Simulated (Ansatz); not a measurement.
Bond-angle distributions (per cent of the angles at each element, bins of 10°) of a relaxed model of amorphous Ge24Se36 at 4.24 g/cm³. These are PBE, scalar-relativistic without spin-orbit coupling, PAW (Ansatz default set, large-core Se) (plane waves to 420 eV; Ansatz, a first-principles code) values and carry that method's errors.

The cell was made by melting and quenching with the CHGNet potential and then relaxed with DFT. The hot cell started wider than the set density and was brought back towards it in steps. It is the lowest in DFT energy of 4 quenches. It is a model cell: composition and starting density were chosen by hand, and all elements were melted together. No dispersion term was used. Its density started from a set value of 4.24 and ended at 4.24 g/cm³. The quench (nominally 60 K/ps over its main leg) was far faster than any real one, so the model tends to hold more defects than a real film. One small periodic cell is one sample of the glass; other quenches scatter about these values. The volume was held where the preparation left it and the shape relaxed, at a PBE pressure of 0.2 GPa.

Cut-offs for bonds: Ge-Ge 2.85 Å, Ge-Se 2.96 Å, Se-Se 2.76 Å.

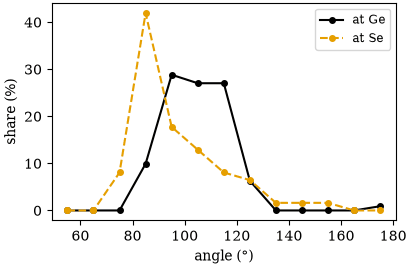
Figure: Bond-angle distributions

They go with these counts of neighbours within the cut-offs, cation contacts included: Ge mean 3.5, most often 4; Se mean 2.4, most often 2.
